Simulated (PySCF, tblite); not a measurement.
# C₅H₄F₃NS: dynamics, then NMR shifts on frames, part 2 of 2

tblite 0.8.0 and PySCF 2.14.0. Atoms count from 0. Earlier steps stand in the parts before.

## (5) Nuclear shieldings: 625 fs, PBE0/pcSseg-1

What the job is given:

```
{"job": {"kind": "nmr", "xc": "PBE0", "basis": "pcSseg-1", "pop": false}, "charge": 0, "multiplicity": 1}
C     -2.196000    -0.842100    -0.514900
C     -1.060300    -0.164200     0.103800
C      0.237500    -0.726100    -0.051900
C      1.098600     0.076900     0.613400
C      2.646700    -0.137600     0.809300
F      2.697700    -0.666100     2.073400
F      3.473100    -0.713200    -0.049900
F      3.070300     1.163800     0.982000
S      0.222600     1.369800     1.406400
N     -1.225100     0.855400     0.914100
H     -3.158200    -0.215800    -0.274400
H     -2.334500    -1.906800     0.001800
H     -2.319100    -1.128100    -1.598600
H      0.648200    -1.598800    -0.467100
```

Method: GIAO PBE0/pcSseg-1 NMR shielding, non-relativistic, gas phase.

What it wrote:

```text
coarse grid: 13856 points
cycle   1  E = -944.3403754078  dE =  1.825e+00  |g| = 9.570e-01  |ddm| = 3.866e+00
cycle   2  E = -944.0867009532  dE =  2.537e-01  |g| = 1.580e+00  |ddm| = 1.674e+00
cycle   3  E = -944.5013211351  dE = -4.146e-01  |g| = 1.769e-01  |ddm| = 1.193e+00
cycle   4  E = -944.5063450867  dE = -5.024e-03  |g| = 1.050e-01  |ddm| = 2.680e-01
cycle   5  E = -944.5089071816  dE = -2.562e-03  |g| = 2.499e-02  |ddm| = 1.397e-01
cycle   6  E = -944.5090267896  dE = -1.196e-04  |g| = 7.539e-03  |ddm| = 2.738e-02
cycle   7  E = -944.5090383497  dE = -1.156e-05  |g| = 2.374e-03  |ddm| = 7.955e-03
cycle   8  E = -944.5090396950  dE = -1.345e-06  |g| = 5.791e-04  |ddm| = 2.982e-03
final grid: 135080 points
cycle   9  E = -944.5877801452  dE = -3.457e-05  |g| = 1.002e-02  |ddm| = 3.183e-02
cycle  10  E = -944.5877432826  dE =  3.686e-05  |g| = 1.594e-02  |ddm| = 2.524e-02
cycle  11  E = -944.5878028864  dE = -5.960e-05  |g| = 1.527e-03  |ddm| = 1.729e-02
cycle  12  E = -944.5878033956  dE = -5.093e-07  |g| = 5.113e-04  |ddm| = 2.022e-03
cycle  13  E = -944.5878034460  dE = -5.035e-08  |g| = 1.841e-04  |ddm| = 6.152e-04
cycle  14  E = -944.5878034524  dE = -6.394e-09  |g| = 8.020e-05  |ddm| = 2.535e-04
cycle  15  E = -944.5878034538  dE = -1.399e-09  |g| = 1.957e-05  |ddm| = 8.917e-05
cycle  16  E = -944.5878034539  dE = -8.458e-11  |g| = 3.734e-06  |ddm| = 2.028e-05
converged SCF energy = -944.5878034539

GIAO shielding tensors (ppm)
atom      isotropic    diamagn.    paramagn.     s11        s22        s33       span
  0 C      155.842     241.585     -85.743    139.684    144.235    183.607     43.923
  1 C       22.778     254.552    -231.773    -36.528     -3.122    107.984    144.512
  2 C       59.741     253.911    -194.169    -34.235     53.599    159.860    194.094
  3 C       -1.477     268.815    -270.292    -92.979      0.412     88.137    181.116
  4 C       49.113     244.391    -195.278     39.838     45.067     62.435     22.596
  5 F      200.398     472.480    -272.082    112.137    183.004    306.054    193.918
  6 F      259.499     470.971    -211.472    200.092    245.456    332.948    132.856
  7 F      212.067     473.540    -261.473    118.050    179.682    338.469    220.419
  8 S      104.011    1056.734    -952.722     -8.380    118.501    201.913    210.293
  9 N      -42.440     330.768    -373.208   -252.976    -92.758    218.414    471.390
 10 H       26.901      24.631       2.270     21.789     26.597     32.316     10.526
 11 H       26.854      24.757       2.097     22.925     24.990     32.645      9.720
 12 H       27.593      26.457       1.136     23.655     25.761     33.364      9.710
 13 H       24.321      34.956     -10.635     21.370     21.833     29.760      8.390
```

It took 32 s on 1 thread of Intel Xeon Platinum 8375C at 2.90GHz, shared host; peak memory 0.95 GiB.

This run: δ C3 188.4, C1 164.1, C4 137.8, C2 127.2, H13 7.40, H11 4.86 ppm.

## (6) NMR shieldings: 800 fs, PBE0/pcSseg-1

What the job is given:

```
{"job": {"kind": "nmr", "xc": "PBE0", "basis": "pcSseg-1", "pop": false}, "charge": 0, "multiplicity": 1}
C     -2.009800    -1.000700    -0.367500
C     -0.871500    -0.326600     0.347000
C      0.477100    -0.740600     0.155400
C      1.281300     0.191000     0.769200
C      2.736000     0.219300     1.104100
F      2.848900    -0.098500     2.437800
F      3.325600    -0.853800     0.409000
F      3.461200     1.311200     0.862600
S      0.275500     1.367200     1.551800
N     -1.138000     0.744300     1.104600
H     -1.558100    -1.174200    -1.350100
H     -2.740900    -0.113200    -0.447800
H     -2.286300    -1.925800     0.116000
H      0.836400    -1.666900    -0.205500
```

Level: GIAO PBE0/pcSseg-1 NMR shielding, non-relativistic, gas phase.

What it wrote:

```text
coarse grid: 13856 points
cycle   1  E = -944.3585626785  dE =  1.815e+00  |g| = 9.582e-01  |ddm| = 3.844e+00
cycle   2  E = -944.0823059383  dE =  2.763e-01  |g| = 1.619e+00  |ddm| = 1.663e+00
cycle   3  E = -944.5174725494  dE = -4.352e-01  |g| = 1.925e-01  |ddm| = 1.203e+00
cycle   4  E = -944.5239370697  dE = -6.465e-03  |g| = 1.037e-01  |ddm| = 2.615e-01
cycle   5  E = -944.5263708452  dE = -2.434e-03  |g| = 2.997e-02  |ddm| = 1.306e-01
cycle   6  E = -944.5265507784  dE = -1.799e-04  |g| = 8.339e-03  |ddm| = 3.320e-02
cycle   7  E = -944.5265647147  dE = -1.394e-05  |g| = 2.499e-03  |ddm| = 8.936e-03
cycle   8  E = -944.5265662759  dE = -1.561e-06  |g| = 5.980e-04  |ddm| = 3.461e-03
final grid: 135080 points
cycle   9  E = -944.6069568653  dE = -4.144e-05  |g| = 1.075e-02  |ddm| = 3.266e-02
cycle  10  E = -944.6069176809  dE =  3.918e-05  |g| = 1.677e-02  |ddm| = 2.609e-02
cycle  11  E = -944.6069826973  dE = -6.502e-05  |g| = 1.748e-03  |ddm| = 1.815e-02
cycle  12  E = -944.6069833824  dE = -6.851e-07  |g| = 6.228e-04  |ddm| = 2.395e-03
cycle  13  E = -944.6069834577  dE = -7.530e-08  |g| = 2.217e-04  |ddm| = 7.076e-04
cycle  14  E = -944.6069834673  dE = -9.593e-09  |g| = 8.955e-05  |ddm| = 2.678e-04
cycle  15  E = -944.6069834690  dE = -1.671e-09  |g| = 2.396e-05  |ddm| = 9.414e-05
cycle  16  E = -944.6069834691  dE = -1.398e-10  |g| = 4.289e-06  |ddm| = 2.739e-05
converged SCF energy = -944.6069834691

GIAO shielding tensors (ppm)
atom      isotropic    diamagn.    paramagn.     s11        s22        s33       span
  0 C      158.900     250.588     -91.688    145.298    148.860    182.543     37.245
  1 C        7.384     259.803    -252.418    -54.687    -21.715     98.556    153.243
  2 C       58.544     252.680    -194.136    -15.296     41.752    149.177    164.473
  3 C       10.170     268.962    -258.792    -84.995      7.295    108.210    193.205
  4 C       47.718     243.270    -195.553     38.016     47.576     57.561     19.545
  5 F      191.572     471.612    -280.040    106.452    165.507    302.757    196.305
  6 F      224.243     475.609    -251.366    124.946    180.953    366.830    241.884
  7 F      242.649     469.470    -226.821    171.689    238.809    317.450    145.762
  8 S       76.287    1057.713    -981.426    -53.948     79.983    202.826    256.774
  9 N      -64.929     330.820    -395.749   -283.263   -126.642    215.118    498.381
 10 H       28.651      29.969      -1.319     23.366     29.368     33.218      9.852
 11 H       26.627      27.089      -0.462     21.233     27.102     31.544     10.311
 12 H       28.526      28.251       0.275     25.309     26.376     33.892      8.582
 13 H       24.096      34.118     -10.022     20.988     22.511     28.790      7.802
```

It took 32 s on 1 thread of Intel Xeon Platinum 8375C at 2.90GHz, shared host; peak memory 0.95 GiB.

Key values: δ C1 179.5, C3 176.8, C4 139.2, C2 128.4, H13 7.62, H11 5.09 ppm.

## (7) Shielding tensors: 1000 fs, PBE0/pcSseg-1

What the job is given:

```
{"job": {"kind": "nmr", "xc": "PBE0", "basis": "pcSseg-1", "pop": false}, "charge": 0, "multiplicity": 1}
C     -2.046600    -0.708100    -0.201800
C     -0.980800    -0.016100     0.678100
C      0.280000    -0.642600     0.684700
C      1.183600     0.046300     1.361400
C      2.642100    -0.086700     1.221600
F      3.280600    -0.538500     2.304500
F      2.762600    -1.061700     0.234200
F      3.338900     1.018800     0.952000
S      0.365400     1.556200     2.061200
N     -1.014700     1.105400     1.359700
H     -1.785300    -1.765200    -0.242100
H     -1.952300    -0.166200    -1.233100
H     -3.123100    -0.523800     0.232000
H      0.405500    -1.710200     0.466000
```

With the program's defaults for keys left out, this is: GIAO PBE0/pcSseg-1 NMR shielding, non-relativistic, gas phase.

What it wrote:

```text
coarse grid: 13856 points
cycle   1  E = -944.3519871398  dE =  1.806e+00  |g| = 9.382e-01  |ddm| = 3.785e+00
cycle   2  E = -944.1178637321  dE =  2.341e-01  |g| = 1.521e+00  |ddm| = 1.554e+00
cycle   3  E = -944.4994487839  dE = -3.816e-01  |g| = 2.009e-01  |ddm| = 1.131e+00
cycle   4  E = -944.5073757732  dE = -7.927e-03  |g| = 9.397e-02  |ddm| = 2.708e-01
cycle   5  E = -944.5094059336  dE = -2.030e-03  |g| = 2.677e-02  |ddm| = 1.158e-01
cycle   6  E = -944.5095502236  dE = -1.443e-04  |g| = 8.522e-03  |ddm| = 3.101e-02
cycle   7  E = -944.5095652703  dE = -1.505e-05  |g| = 2.267e-03  |ddm| = 8.628e-03
cycle   8  E = -944.5095664856  dE = -1.215e-06  |g| = 5.951e-04  |ddm| = 2.972e-03
final grid: 135080 points
cycle   9  E = -944.5891376156  dE = -3.605e-05  |g| = 1.014e-02  |ddm| = 3.543e-02
cycle  10  E = -944.5890947732  dE =  4.284e-05  |g| = 1.652e-02  |ddm| = 2.555e-02
cycle  11  E = -944.5891613326  dE = -6.656e-05  |g| = 1.860e-03  |ddm| = 1.792e-02
cycle  12  E = -944.5891621353  dE = -8.028e-07  |g| = 5.246e-04  |ddm| = 2.273e-03
cycle  13  E = -944.5891621840  dE = -4.872e-08  |g| = 2.241e-04  |ddm| = 6.139e-04
cycle  14  E = -944.5891621942  dE = -1.017e-08  |g| = 8.518e-05  |ddm| = 2.605e-04
cycle  15  E = -944.5891621957  dE = -1.448e-09  |g| = 2.449e-05  |ddm| = 9.108e-05
cycle  16  E = -944.5891621958  dE = -1.494e-10  |g| = 4.823e-06  |ddm| = 2.700e-05
converged SCF energy = -944.5891621958

GIAO shielding tensors (ppm)
atom      isotropic    diamagn.    paramagn.     s11        s22        s33       span
  0 C      150.424     247.586     -97.162    137.877    139.602    173.792     35.915
  1 C       16.714     256.942    -240.228    -44.091     -0.386     94.618    138.709
  2 C       54.669     257.129    -202.461    -28.233     47.358    144.881    173.114
  3 C        3.760     269.175    -265.416    -87.394      3.244     95.429    182.823
  4 C       54.190     239.394    -185.204     43.943     54.993     63.635     19.692
  5 F      241.791     466.849    -225.057    159.493    245.478    320.403    160.910
  6 F      212.946     479.106    -266.160    132.992    154.372    351.474    218.482
  7 F      226.930     470.677    -243.747    168.200    193.066    319.524    151.324
  8 S       43.485    1057.133   -1013.648   -167.933    136.687    161.703    329.636
  9 N      -88.176     328.780    -416.956   -403.928    -98.070    237.470    641.398
 10 H       28.202      29.499      -1.297     23.463     29.124     32.017      8.554
 11 H       26.822      27.130      -0.308     23.701     24.661     32.103      8.402
 12 H       26.577      25.056       1.521     22.413     25.196     32.122      9.710
 13 H       23.896      33.368      -9.473     20.330     22.583     28.773      8.443
```

Run time: 33 s. Hardware: 1 thread of Intel Xeon Platinum 8375C at 2.90GHz, shared host; peak memory 1.1 GiB.

In short: δ C3 183.2, C1 170.2, C4 132.7, C2 132.3, H13 7.82, H12 5.14 ppm.

## (8) Side by side: NMR shifts

Shifts (ppm) of some atoms, chosen among heavy atoms and hydrogens apart, with basis size and wall time:

| frame | H11 | H10 | F6 | F5 | F7 | S8 | N9 | functions | time |
| --- | --- | --- | --- | --- | --- | --- | --- | --- | --- |
| 250 fs | 3.10 | 2.60 | -58.4 | -64.6 | -82.8 | 428 | 374.2 | 197 | 31 s |
| 425 fs | 3.87 | 2.34 | -110.0 | -3.4 | -73.5 | 425 | 366.8 | 197 | 32 s |
| 625 fs | 4.86 | 4.82 | -88.6 | -29.5 | -41.1 | 400 | 310.2 | 197 | 32 s |
| 800 fs | 5.09 | 3.07 | -53.3 | -20.6 | -71.7 | 427 | 332.7 | 197 | 32 s |
| 1000 fs | 4.90 | 3.52 | -42.0 | -70.8 | -56.0 | 460 | 355.9 | 197 | 33 s |

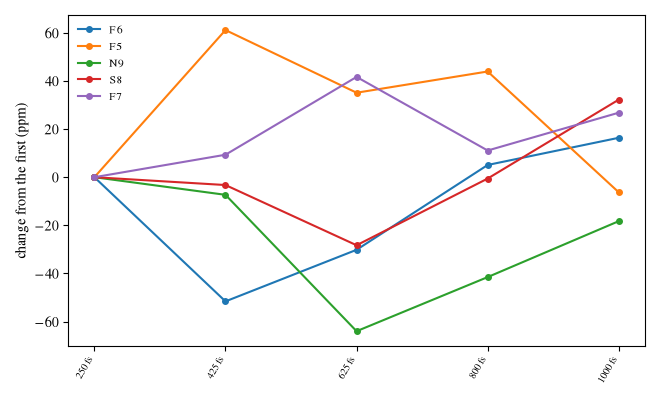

How five of the tabulated atoms move from run to run.

## (9) Outcome

The summary covers parts 1 to 2.

| quantity | value |
| --- | --- |
| thermostat | 600 K |
| mean temperature, second half | 552 K |
| mean potential energy above the minimum | 0.89 eV |
| 13C shifts against TMS (PBE0/pcSseg-1, 250 fs) | 171.3, 168.7, 129.6, 128.8, 24.2 ppm |
| 1H shifts against TMS (PBE0/pcSseg-1, 250 fs) | 7.50, 4.30, 3.10, 2.60 ppm |
| 19F shifts against CFCl3 (PBE0/pcSseg-1, 250 fs) | -58.4, -64.6, -82.8 ppm |
| 33S shifts against CS2 (PBE0/pcSseg-1, 250 fs) | 428 ppm |
| 15N shifts against NH3 (PBE0/pcSseg-1, 250 fs) | 374.2 ppm |
| range of the shift of F6 | -110.0 to -42.0 ppm |

In words: In the second half the potential energy averages 0.89 eV above the minimum; equipartition over 36 harmonic modes at 600 K would give 0.93 eV. With 14 atoms the temperature swings widely (350 to 792 K). Shifts at one fixed geometry are not the observed spectrum, which averages over the motion. In the first frame run (250 fs): The widest tensor belongs to N9: span 512 ppm, with a paramagnetic part of -438 ppm. NICS(1)zz of -25 ppm above the planar ring from C1 marks a diatropic (aromatic) ring current. Across the 5 runs the shift of F6 moves most, between -110.0 (425 fs) and -42.0 ppm (1000 fs).
